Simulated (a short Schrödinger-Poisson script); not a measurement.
Structure: symmetric double-gate stack, Si3N4 on p-type Si(100), at 300 K.

```
layer  material  thickness (nm)  Na (cm⁻³)
-----  --------  --------------  ---------
1         Si3N4               4          -
2            Si               5       7e15
3         Si3N4               4          -
```

The device is made up for the run: typed textbook-type constants, with dimensions and the other settings drawn at random. Si3N4: permittivity 7.5, conduction-band edge (eV) 1.95, gap (eV) 5.1, electron mass (mₑ) 0.5. Si: permittivity 11.7, conduction-band edge (eV) 0, gap (eV) 1.124, Nv at 300 K (cm⁻³) 3.1e19.

Channel valleys (confinement mass, in-plane density-of-states mass, number): Δ2 0.916, 0.19, 2; Δ4 0.19, 0.417, 4. At the gates, both at one voltage, the conduction-band edge of layer 1 lies 2.31 eV − eVg above the Fermi level of the channel. Gaps are held at their typed values at every temperature. Mesh 0.03 nm at interfaces.

Solved with a short Schrödinger-Poisson script written for these runs: 1D Poisson equation in equilibrium, electrons quantum, Hartree (BenDaniel-Duke, 12 states a valley, the channel's in-plane mass for all, wave functions free to enter the dielectric), parabolic valleys, classical holes, full ionisation, no traps, pinning or gate leakage.

Only gate voltages with over 1e8 electrons/cm² are shown.

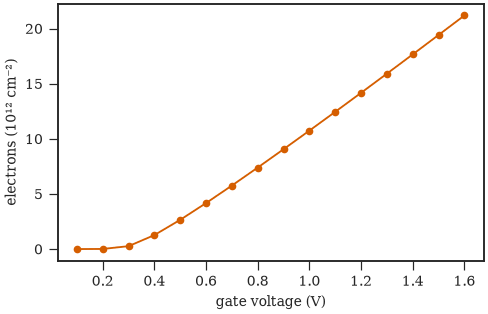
Figure: Sheet density against gate voltage

| Vg (V) | electrons (cm⁻²) | C (μF/cm²) | Δ2 E0 (meV) | Δ2 E1 (meV) | Δ4 E0 (meV) | Δ4 E1 (meV) |
|---|---|---|---|---|---|---|
| 0.1 | 2.08e8 | < 0.003 | 275.3 | 320.5 | 314.7 | 480.1 |
| 0.2 | 9.76e9 | 0.0603 | 175.9 | 221.1 | 215.2 | 380.7 |
| 0.3 | 2.62e11 | 1.02 | 90.7 | 135.3 | 129.9 | 294.6 |
| 0.4 | 1.27e12 | 2.03 | 49.6 | 91.9 | 88.3 | 250.1 |
| 0.5 | 2.65e12 | 2.36 | 30.1 | 69.4 | 68.1 | 226.3 |
| 0.6 | 4.17e12 | 2.50 | 17.9 | 54.2 | 55.4 | 209.6 |
| 0.7 | 5.76e12 | 2.59 | 9.1 | 42.5 | 46.2 | 196.5 |
| 0.8 | 7.39e12 | 2.64 | 2.1 | 32.7 | 38.9 | 185.6 |
| 0.9 | 9.06e12 | 2.69 | -3.8 | 24.3 | 32.9 | 176.0 |
| 1 | 1.07e13 | 2.72 | -8.8 | 16.8 | 27.9 | 167.5 |
| 1.1 | 1.25e13 | 2.75 | -13.4 | 10.0 | 23.5 | 159.8 |
| 1.2 | 1.42e13 | 2.77 | -17.6 | 3.8 | 19.6 | 152.7 |
| 1.3 | 1.59e13 | 2.79 | -21.5 | -2.0 | 16.1 | 146.2 |
| 1.4 | 1.77e13 | 2.81 | -25.2 | -7.4 | 12.8 | 140.1 |
| 1.5 | 1.94e13 | 2.83 | -28.7 | -12.5 | 9.9 | 134.3 |
| 1.6 | 2.12e13 | 2.84 | -32.2 | -17.3 | 7.2 | 128.9 |

Subbands count from the Fermi level. The capacitance is that of both gates.
